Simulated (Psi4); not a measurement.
**triplet C2H3F: levels of theory compared**

Aim: a comparison of 4 runs (U-wB97X/def2-TZVP, UCAM-B3LYP/def2-TZVP, UM06-2X/def2-TZVP, UOMP2/def2-TZVP) of triplet C2H3F. 

The results are computed with Psi4 1.11.

### 1 The structure to begin with

The species is C2H3F (6 atoms), meant as a triplet with charge 0. SMILES of the parent species: `C=CF`. Geometry: relaxed at PBE0-D4/def2-TZVP. That shape belongs to the parent species and isn't relaxed for this state.

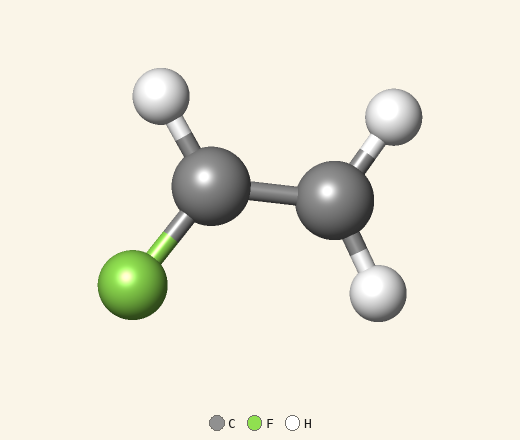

Viewed from a chosen angle; carbon grey, fluorine green, hydrogen white.

### 2 A single-point energy at U-wB97X/def2-TZVP (run 1)

Contents of c2h3f.inp:

```
memory 1600 MB

molecule system {
  0 3
  C     -0.536200     0.076400    -0.442800
  C      0.490000    -0.016300     0.376600
  F      0.966200    -1.192400     0.795500
  H     -1.043900    -0.803300    -0.816600
  H     -0.880200     1.054100    -0.749700
  H      1.046100     0.817400     0.790700
  symmetry c1
}

set globals {
  reference            uks
  puream               true
  e_convergence        1e-09
  d_convergence        1e-08
  scf_type             pk
  dft_radial_points    99
  dft_spherical_points 590
  maxiter              100
}

e, wfn = energy('wb97x/def2-TZVP', return_wfn=True)
oeprop(wfn, 'QUADRUPOLE', 'MAYER_INDICES', 'MULLIKEN_CHARGES')
print_variables()
```

The run is started by

```
$ psi4 -i c2h3f.inp -o c2h3f.out -n 1
```

c2h3f.out:

```text
[...]
  Running in c1 symmetry.
[...]
  Nuclear repulsion =   67.793297819280994
[...]
  Multiplicity = 3
[...]
  Nalpha       = 13
  Nbeta        = 11
[...]
    Number of basis functions: 111
[...]
   @UKS iter   1:  -177.56792973861806   -3.69121e-01   4.22264e-03 DIIS/ADIIS
[...]
   @UKS iter  13:  -177.68536643210859   -2.10321e-12   2.91046e-09 DIIS
[...]
   @S^2 Observed:                2.007759881E+00
[...]
  @UKS Final Energy:  -177.68536643210859
   => Energetics <=
    Nuclear Repulsion Energy =             67.7932978192809941
    One-Electron Energy =                -377.3734777361391934
    Two-Electron Energy =                 147.7235220680183261
    DFT Exchange-Correlation Energy =     -15.8287085832687229
    Empirical Dispersion Energy =           0.0000000000000000
    VV10 Nonlocal Energy =                  0.0000000000000000
    Total Energy =                       -177.6853664321085944
[...]
 Multipole Moments:
 ------------------------------------------------------------------------------------
     Multipole            Electronic (a.u.)      Nuclear  (a.u.)        Total (a.u.)
 ------------------------------------------------------------------------------------
 L = 1.  Multiply by 2.5417464519 to convert [e a0] to [Debye]
 Dipole X            :          2.2015488           -2.4216048           -0.2200560
 Dipole Y            :         -2.5353943            2.9732680            0.4378738
 Dipole Z            :          1.8374541           -2.0273148           -0.1898607
 Magnitude           :                                                    0.5255523
 L = 2.  Multiply by 1.3450342976 to convert [e a0^2] to [Debye ang]
 Quadrupole XX       :        -57.1139551           43.6583304          -13.4556247
 Quadrupole XY       :         25.7221642          -25.2042437            0.5179205
[...]
```

Run time: 28 s. Hardware: 1 thread of Intel Xeon 6975P-C (Granite Rapids), shared host; peak memory 0.76 GiB.

### 3 Energy and gradient at UCAM-B3LYP/def2-TZVP (run 2)

Contents of calc.py:

```python
import psi4

psi4.set_memory(1600000000)
psi4.set_num_threads(1)
psi4.core.set_output_file('c2h3f.out', False)

m = psi4.geometry("""
0 3
C     -1.01327115     0.14437508    -0.83677073
C      0.92596580    -0.03080254     0.71167086
F      1.82585338    -2.25330943     1.50327713
H     -1.97268510    -1.51801700    -1.54315035
H     -1.66333693     1.99196031    -1.41672768
H      1.97684250     1.54466213     1.49420645
units bohr
symmetry c1
""")

psi4.set_options({
    'basis': 'def2-TZVP',
    'reference': 'uks',
    'puream': True,
    'e_convergence': 1e-09,
    'd_convergence': 1e-08,
    'scf_type': 'pk',
    'dft_radial_points': 99,
    'dft_spherical_points': 590,
    'maxiter': 100,
})

E, wfn = psi4.gradient("cam-b3lyp", return_wfn=True)
print('gradient / Eh bohr^-1')
print(E.np.round(6))
print(f'energy = {wfn.energy():.10f} Eh')
```

The run is started by

```
$ python calc.py
```

c2h3f.out:

```text
[...]
  Running in c1 symmetry.
[...]
  Nuclear repulsion =   67.793297876399720
[...]
  Multiplicity = 3
[...]
  Nalpha       = 13
  Nbeta        = 11
[...]
    Number of basis functions: 111
[...]
   @UKS iter   1:  -177.49847746114509   -2.61439e-01   5.17165e-03 DIIS/ADIIS
[...]
   @UKS iter  12:  -177.66699652123629   -2.29932e-11   9.13993e-09 DIIS
[...]
   @S^2 Observed:                2.006910130E+00
[...]
  @UKS Final Energy:  -177.66699652123629
   => Energetics <=
    Nuclear Repulsion Energy =             67.7932978763997198
    One-Electron Energy =                -377.3631245646378147
    Two-Electron Energy =                 148.3112826710341494
    DFT Exchange-Correlation Energy =     -16.4084525040323257
    Empirical Dispersion Energy =           0.0000000000000000
    VV10 Nonlocal Energy =                  0.0000000000000000
    Total Energy =                       -177.6669965212362854
[...]
  -Total Gradient:
     Atom            X                  Y                   Z
    ------   -----------------  -----------------  -----------------
       1        0.153474833599    -0.000444406926     0.122087264430
       2       -0.164080182053    -0.012264695262    -0.130079390177
       3        0.007343319764     0.008693194359     0.005541890079
       4        0.000590496902    -0.003639913270     0.000591089489
       5        0.001437697957     0.003506704063     0.001024750828
       6        0.001228170157     0.004160098448     0.000829502147
[...]
```

Standard output:

```text
gradient / Eh bohr^-1
[[ 0.153475 -0.000444  0.122087]
 [-0.16408  -0.012265 -0.130079]
 [ 0.007343  0.008693  0.005542]
 [ 0.00059  -0.00364   0.000591]
 [ 0.001438  0.003507  0.001025]
 [ 0.001228  0.00416   0.00083 ]]
energy = -177.6669965212 Eh
```

It took 41 s on 1 thread of Intel Xeon 6975P-C (Granite Rapids), shared host; peak memory 0.76 GiB.

Run 3 isn't shown in full; the table further down has it.

### 4 The energy at UOMP2/def2-TZVP (density fitting for correlation) (run 4)

Contents of c2h3f.dat:

```
memory 1600 MB

molecule {
  0 3
  C     -0.536200     0.076400    -0.442800
  C      0.490000    -0.016300     0.376600
  F      0.966200    -1.192400     0.795500
  H     -1.043900    -0.803300    -0.816600
  H     -0.880200     1.054100    -0.749700
  H      1.046100     0.817400     0.790700
  symmetry c1
}

set {
  basis           def2-TZVP
  reference       uhf
  puream          true
  e_convergence   1e-09
  d_convergence   1e-08
  scf_type        pk
  num_frozen_docc 3
  maxiter         100
}

energy("omp2")
```

The run is started by

```
$ psi4 c2h3f.dat c2h3f.out -n 1
```

c2h3f.out:

```text
[...]
  Running in c1 symmetry.
[...]
  Nuclear repulsion =   67.793297819280994
[...]
  Multiplicity = 3
[...]
  Nalpha       = 13
  Nbeta        = 11
[...]
    Number of basis functions: 111
[...]
   @UHF iter   1:  -176.76023792772190   -5.43927e-01   2.84137e-03 ADIIS/DIIS
[...]
   @UHF iter  14:  -176.82775623012014   -5.99698e-12   5.84553e-09 DIIS
[...]
   @S^2 Observed:                2.022227811E+00
[...]
  @UHF Final Energy:  -176.82775623012014
   => Energetics <=
    Nuclear Repulsion Energy =             67.7932978192809941
    One-Electron Energy =                -377.3285456331872751
    Two-Electron Energy =                 132.7074915837861226
    Total Energy =                       -176.8277562301201442
  UHF NO Occupations:
  HONO-2 :   11  A 1.9951140
  HONO-1 :   12  A 1.0000000
[...]
 Multipole Moments:
 ------------------------------------------------------------------------------------
     Multipole            Electronic (a.u.)      Nuclear  (a.u.)        Total (a.u.)
 ------------------------------------------------------------------------------------
 L = 1.  Multiply by 2.5417464519 to convert [e a0] to [Debye]
 Dipole X            :          2.1510363           -2.4216048           -0.2705685
 Dipole Y            :         -2.4135353            2.9732680            0.5597327
 Dipole Z            :          1.7931174           -2.0273148           -0.2341975
 Magnitude           :                                                    0.6643466
[...]
	DF-SCS-MP2 Total Energy (a.u.)     :  -177.33837953863548
	DF-SOS-MP2 Total Energy (a.u.)     :  -177.33418439673090
[...]
	DF-SCS-OMP2 Total Energy (a.u.)    :  -177.34493041051232
	DF-SOS-OMP2 Total Energy (a.u.)    :  -177.29999664137503
	DF-SCS(N)-OMP2 Total Energy (a.u.) :  -177.05617859702528
[...]
	DF-OMP2 Total Energy (a.u.)        :  -177.35461989132264
[...]
```

Wall time 38 s (1 thread of Intel Xeon 6975P-C (Granite Rapids), shared host); peak memory 0.48 GiB.

### 5 Overview of the runs

```
run                                              level      task  frozen core orbitals  energy (Eh)  dipole moment (D)  HOMO energy (eV)  LUMO energy (eV)  wall time
  1                                  U-wB97X/def2-TZVP    energy                     0  -177.685366               1.34             -5.52             -2.03       28 s
  2                               UCAM-B3LYP/def2-TZVP  gradient                     0  -177.666997               1.35             -4.63             -3.07       41 s
  3                                  UM06-2X/def2-TZVP  gradient                     0  -177.652072               1.42             -4.32             -3.31       57 s
  4  UOMP2/def2-TZVP (density fitting for correlation)    energy                     3  -177.354620                  –             -6.70              0.89       38 s
```

### 6 Summary of results

| quantity | value |
| --- | --- |
| run 4: total energy | -177.35462 Eh |
| run 4: HOMO energy (Hartree–Fock orbitals) (highest over α and β) | -6.70 eV |
| run 4: LUMO energy (Hartree–Fock orbitals) (lowest over α and β) | 0.89 eV |
| run 4: correlation energy (3 core orbitals frozen) | -526.9 mEh |
| run 4: ⟨S²⟩ of the reference determinant | 2.022 |

In words: Over runs 1, 2, 3 the dipole moment (its size) runs from 1.34 D (U-wB97X/def2-TZVP) to 1.42 D (UM06-2X/def2-TZVP). Totals of different functionals can't be ranked against each other. All runs together took 2.7 min, the longest 57 s.
